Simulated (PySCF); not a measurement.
# Run report: CH$_{7}$ClOSi$_{2}$, NMR shielding calculation

The run: NMR shielding calculation of CH$_{7}$ClOSi$_{2}$, SMILES [SiH3]O[SiH2]CCl. Method and program: GIAO KT3/cc-pVDZ NMR shielding, non-relativistic, gas phase (PySCF 2.14.0).

The geometry comes from this level: GFN2-xTB. Figures and captions count atoms from 1; the log counts them from 0 in places.

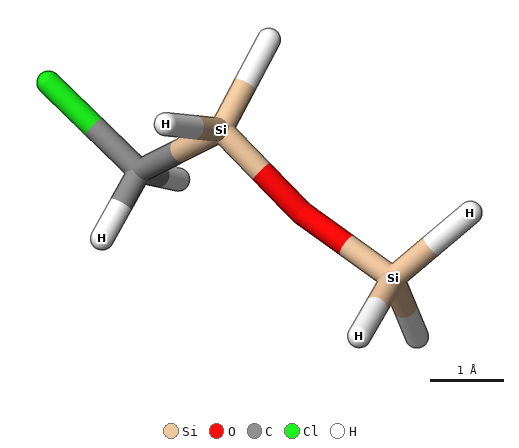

*The structure as given in the input (stick view, seen at a tilt).*

Bond lengths as drawn: C–Cl 1.78 Å, C–H 1.09 Å, C–Si 1.91 Å, H–Si 1.46 Å and O–Si 1.61 to 1.63 Å.

### Key numbers

| quantity | value |
| --- | --- |
| outcome | converged |
| total energy | −1166.115266 hartree |
| HOMO | −6.59 eV |
| LUMO | −0.85 eV |
| dipole moment | 2.03 D |
| isotropic shielding, Si | 446.3 to 454.9 ppm |
| isotropic shielding, O | 321.0 ppm |
| isotropic shielding, C | 164.3 ppm |
| isotropic shielding, Cl | 969.8 ppm |
| isotropic shielding, H | 26.7 to 28.7 ppm |
| hardware | 1 CPU thread, shared host |
| wall time | 46 s |
| peak memory | 0.5 GiB |

### Notes

Settings chosen away from the usual ones: KT3/cc-pVDZ.

### Input file
```
{"job": {"kind": "nmr", "xc": "KT3", "basis": "cc-pVDZ", "pop": true}, "charge": 0, "multiplicity": 1}
Si     2.356152     0.008758     0.391681
O      0.788183    -0.061608    -0.030145
Si    -0.605346    -0.270027    -0.816868
C     -1.968854     0.272924     0.403697
Cl    -3.564849     0.047799    -0.357564
H      2.348598    -0.059257     1.850486
H      2.867864     1.278461    -0.117475
H      3.028528    -1.135125    -0.219346
H     -0.614305     0.595809    -1.991927
H     -0.755794    -1.686738    -1.133190
H     -1.976496    -0.316199     1.318633
H     -1.902482     1.324516     0.675992
```

The first line tells a small driver script what to run in PySCF; the rest is the geometry in Å.

Launched with:
```bash
OMP_NUM_THREADS=1 python <driver script> task.json out
```

### Output
```
coarse grid: 11384 points
cycle   1  E = -1165.9121812636  dE =  4.104e-01  |g| = 8.807e-01  |ddm| = 6.524e+00
cycle   2  E = -1165.1948961635  dE =  7.173e-01  |g| = 2.011e+00  |ddm| = 3.749e+00
cycle   3  E = -1166.0592591903  dE = -8.644e-01  |g| = 1.726e-01  |ddm| = 2.659e+00
cycle   4  E = -1166.0666460158  dE = -7.387e-03  |g| = 8.073e-02  |ddm| = 5.757e-01
cycle   5  E = -1166.0685623757  dE = -1.916e-03  |g| = 1.456e-02  |ddm| = 2.071e-01
cycle   6  E = -1166.0686123882  dE = -5.001e-05  |g| = 6.924e-03  |ddm| = 3.168e-02
cycle   7  E = -1166.0686258702  dE = -1.348e-05  |g| = 1.242e-03  |ddm| = 1.349e-02
cycle   8  E = -1166.0686262765  dE = -4.062e-07  |g| = 1.963e-04  |ddm| = 2.867e-03
final grid: 95624 points
cycle   9  E = -1166.1152065987  dE = -1.750e-05  |g| = 1.652e-02  |ddm| = 8.639e-02
cycle  10  E = -1166.1150638670  dE =  1.427e-04  |g| = 3.083e-02  |ddm| = 7.214e-02
cycle  11  E = -1166.1152633943  dE = -1.995e-04  |g| = 3.421e-03  |ddm| = 4.411e-02
cycle  12  E = -1166.1152662601  dE = -2.866e-06  |g| = 4.758e-04  |ddm| = 7.607e-03
cycle  13  E = -1166.1152663267  dE = -6.665e-08  |g| = 1.579e-04  |ddm| = 1.132e-03
cycle  14  E = -1166.1152663332  dE = -6.532e-09  |g| = 3.443e-05  |ddm| = 2.964e-04
cycle  15  E = -1166.1152663336  dE = -3.593e-10  |g| = 3.703e-06  |ddm| = 8.826e-05
```

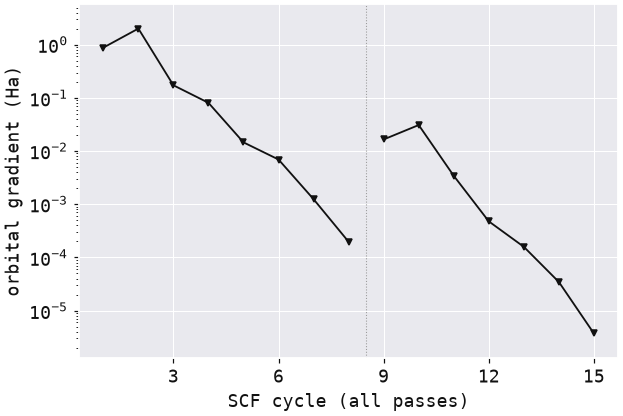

*Convergence of the self-consistent field: orbital gradient against the SCF cycle. The dotted line marks the change from a coarse to the final integration grid.*

The first 8 cycles use a coarse grid, the final grid takes over at cycle 9, and the field converges after 15 cycles in all.

```
converged SCF energy = -1166.1152663336

GIAO shielding tensors (ppm)
atom      isotropic    diamagn.    paramagn.     s11        s22        s33       span
  0 Si     454.929     881.278    -426.350    418.078    421.890    524.818    106.740
  1 O      320.962     385.926     -64.964    245.542    344.390    372.954    127.413
  2 Si     446.251     881.374    -435.123    423.821    425.619    489.315     65.494
  3 C      164.326     244.488     -80.162    140.859    149.154    202.964     62.106
  4 Cl     969.829    1145.123    -175.294    858.787    937.065   1113.635    254.847
  5 H       26.710      30.378      -3.668     22.804     25.420     31.907      9.103
  6 H       26.663      29.958      -3.295     22.996     25.127     31.867      8.871
  7 H       26.667      29.702      -3.034     23.012     25.119     31.872      8.860
  8 H       26.922      30.439      -3.517     22.982     26.290     31.494      8.512
  9 H       26.922      30.441      -3.519     23.015     26.321     31.430      8.415
 10 H       28.694      30.266      -1.572     23.065     28.171     34.845     11.780
 11 H       28.702      30.236      -1.534     23.089     28.160     34.856     11.767
```

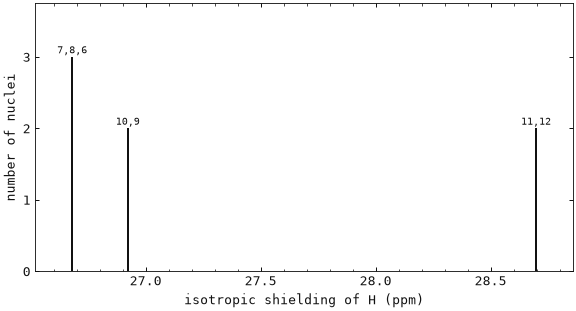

*Isotropic shieldings of the hydrogen nuclei in this fixed geometry, labelled by atom number; shielding grows to the right, so chemical shift grows to the left.*

The least shielded is H7 (26.7 ppm), the most shielded H12 (28.7 ppm).

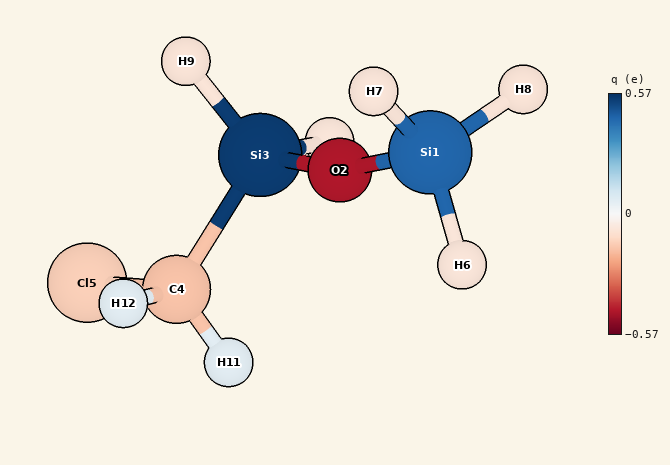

*Mulliken charges, as the colour of each atom (ball-and-stick view, seen at a tilt; atoms are numbered from 1 in the order of the input).*

By element: Si +0.45 to +0.54, O −0.46, C −0.16, Cl −0.14 and H −0.07 to +0.06 e.
